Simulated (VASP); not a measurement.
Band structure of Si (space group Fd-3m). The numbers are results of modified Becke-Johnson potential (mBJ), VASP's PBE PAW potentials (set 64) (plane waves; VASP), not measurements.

mBJ is a potential without an energy functional, so only the levels count.

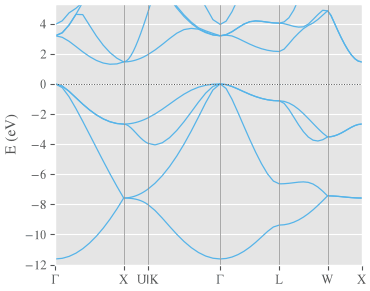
*Bands along high-symmetry lines, zero at the valence-band maximum or, without a gap, the Fermi level*

Task: Read the plot: is there a gap, and where are the band edges?

Result: The gap is indirect, 1.31 eV, from the valence maximum at Γ to the conduction minimum at Γ-X at 0.80.

The structure comes from a computed database's Si entry (Fd-3m); how it stands against other phases isn't given here. It was relaxed first. The cell's shape comes from a PBE relaxation.
